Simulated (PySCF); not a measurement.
C₅H₁₁ClO₂Si₂ (SMILES CO[SiH2]/C=C(/[SiH2]Cl)C(C)=O)

```xyz
21

C     3.9320    0.1352    0.2606
O     3.0163   -0.5218   -0.5526
Si    1.4936   -1.0388   -0.2303
C     0.4208    0.4997    0.0574
C    -0.9199    0.4202    0.1076
Si   -2.0204    1.9328    0.3546
Cl   -3.1558    2.2325   -1.2923
C    -1.4457   -0.9417   -0.0499
C    -2.9325   -1.1357   -0.0668
O    -0.6821   -1.8863   -0.1646
H     4.1396   -0.4476    1.1624
H     4.8588    0.2656   -0.3007
H     3.5589    1.1182    0.5636
H     1.3218   -1.6379   -1.5412
H     1.5198   -1.7950    1.0244
H     0.8915    1.4679    0.1634
H    -1.1838    3.1161    0.5365
H    -2.9216    1.7610    1.4953
H    -3.1682   -2.1923   -0.1667
H    -3.3697   -0.7483    0.8511
H    -3.3621   -0.5871   -0.9028
```

Geometry: GFN2-xTB.

The calculation used PySCF, PBE0/pcSseg-1, SCF density, gas phase, non-relativistic.

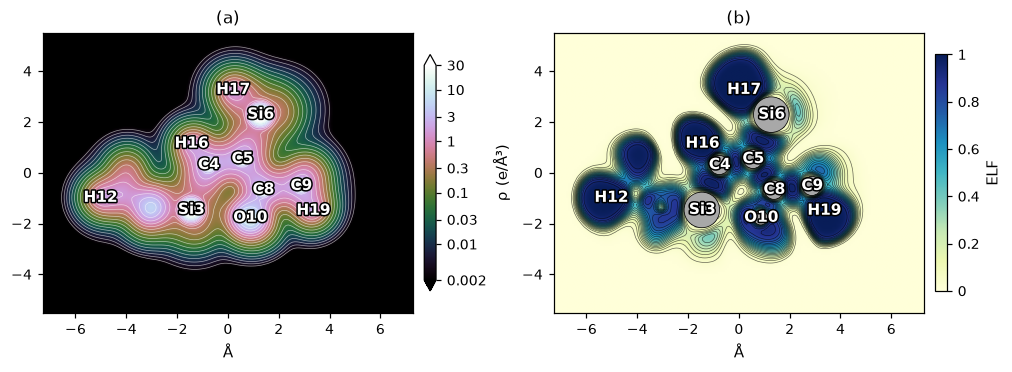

Figure 1. (a) total electron density; (b) ELF on the plane of atoms C5, C4 and H16. Grey discs cover the atomic cores in the ELF map.

What does the map show?

The section cuts through Si, C, O and H sites. C–O (1.22 Å): ρ at the midpoint is about 3.2 e/Å³; the ELF peaks at about 0.85 between the atoms: a short, multiple covalent bond. C–C (1.34 Å): the density is about 2.2 e/Å³ at the midpoint; the ELF peaks at about 0.95 between the atoms (a short, multiple covalent bond). C–Si (1.89 Å): ρ is about 0.94 e/Å³ halfway; the ELF peaks at about 0.95 between the atoms (a shared electron pair). C–H (1.08 Å): ρ at the midpoint is about 2 e/Å³; the ELF climbs to about 1 towards the hydrogen, as it does in any bond to H: an ordinary covalent bond to hydrogen. The ELF also peaks beside O10, away from the bonds: lone-pair regions.

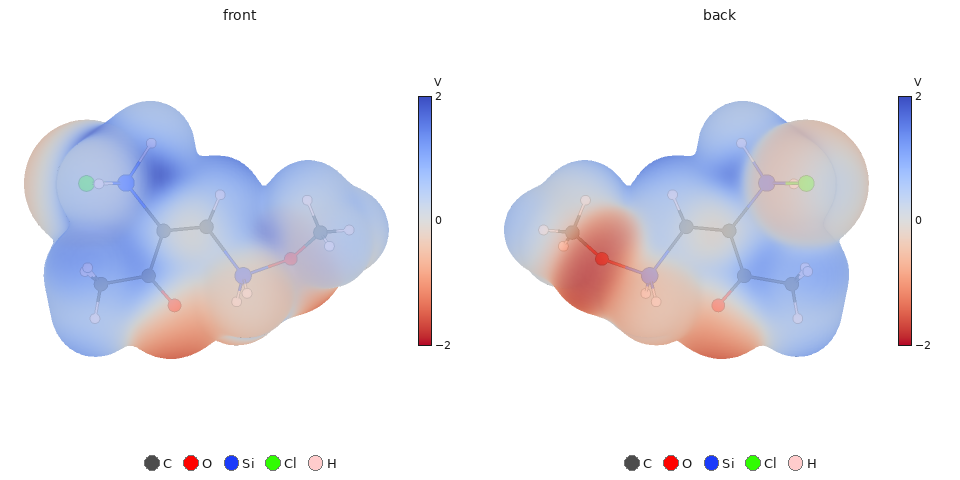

Figure 2. The molecular electrostatic potential painted on the density surface at 0.002 e/bohr³, seen from the front and from behind; the colour scale runs from red (negative) to blue (positive).

Describe the electrostatic potential map.

The most negative region (about −1.7 V, or −39 kcal/mol for a unit charge) lies over O2, the most positive (about +1.6 V, or +37 kcal/mol for a unit charge) over Si6. O2 is the likeliest acceptor of a hydrogen bond.
